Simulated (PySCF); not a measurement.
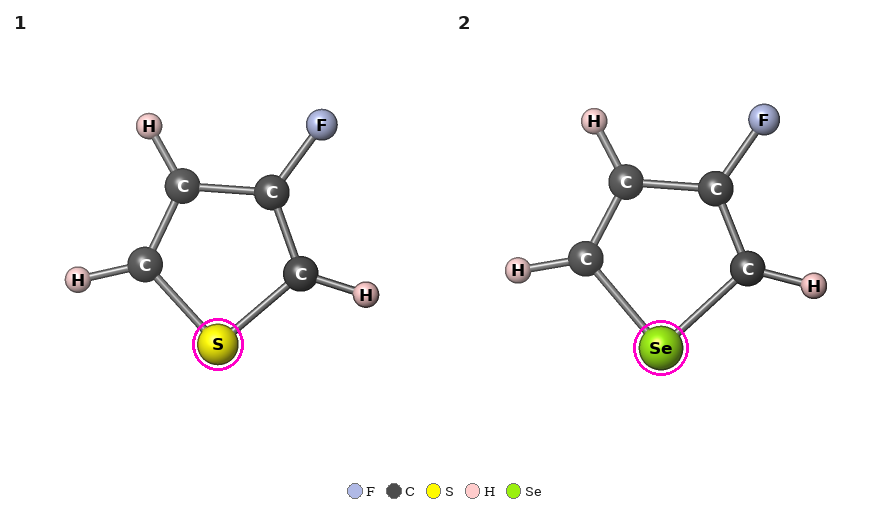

2 molecules with one skeleton, seen from the same side and at one scale; the atom that differs is circled. Charge 0, singlet. Computed geometries: PBE0-D3(BJ)/def2-SVP optimisations, one conformation each. Properties computed with PySCF 2.14.0.

One atom differs, called X below: S in panel 1, Se in panel 2. Their formulas are C4H3FS (`Fc1ccsc1`), C4H3FSe (`Fc1cc[se]c1`).

> In which is the HOMO–LUMO gap larger (PBE0/def2-SVPD)?

In panel 1 (X = S).

> In which is the mean static polarisability larger (PBE0/def2-SVPD)?

In panel 2 (X = Se).

Give the values. With PBE0-D3(BJ)/def2-SVP: mean length of X–C (Å), angle C–X–C (°). With PBE0/def2-SVPD: dipole moment (D), HOMO energy (Kohn–Sham orbital) (eV), HOMO–LUMO gap (eV), mean static polarisability (bohr³), lowest vertical singlet excitation (eV).

```
                               quantity  1 (S)  2 (Se)   2 − 1
                 mean length of X–C (Å)  1.717   1.854  +0.137
                        angle C–X–C (°)   92.3    87.9    −4.4
                      dipole moment (D)   1.15    1.32   +0.17
   HOMO energy (Kohn–Sham orbital) (eV)  −7.05   −6.91   +0.14
                     HOMO–LUMO gap (eV)   6.35    6.05   −0.30
     mean static polarisability (bohr³)   62.1    68.9    +6.8
lowest vertical singlet excitation (eV)   5.64    5.18   −0.46
```
